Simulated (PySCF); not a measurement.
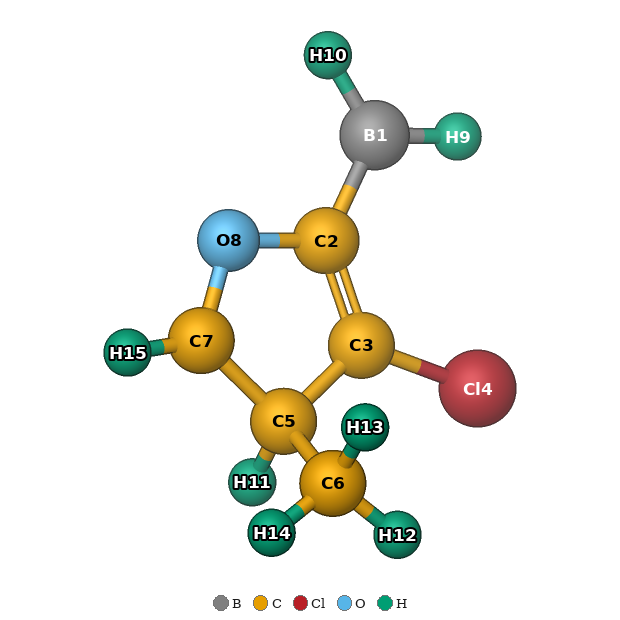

The species is neutral and a spin doublet. The computed structure is the end point of a GFN2-xTB optimisation. No frequency run is at hand to confirm it as a minimum. Method: UKS B3LYP, pcH-1 on B C Cl H O, non-relativistic (PySCF 2.14.0).

Give the isotropic hyperfine couplings (Fermi-contact term alone) of B1, C2, C3, Cl4, C5, C6, C7, O8, H9, H10, H11, H12, H13, H14, H15.

| atom | isotope | a_iso (MHz) |
| --- | --- | --- |
| B1 | 11B | −0.7 |
| C2 | 13C | −11.0 |
| C3 | 13C | 26.4 |
| Cl4 | 35Cl | 0.9 |
| C5 | 13C | −41.8 |
| C6 | 13C | 112.4 |
| C7 | 13C | 75.5 |
| O8 | 17O | −12.9 |
| H9 | 1H | 0.9 |
| H10 | 1H | 0.9 |
| H11 | 1H | 162.1 |
| H12 | 1H | 4.6 |
| H13 | 1H | −5.6 |
| H14 | 1H | −4.6 |
| H15 | 1H | −56.5 |

The geometry is semi-empirical. Around B such bond lengths and angles can be off by a tenth of an ångström or more and by several degrees, and values that hang on the shape move with them.
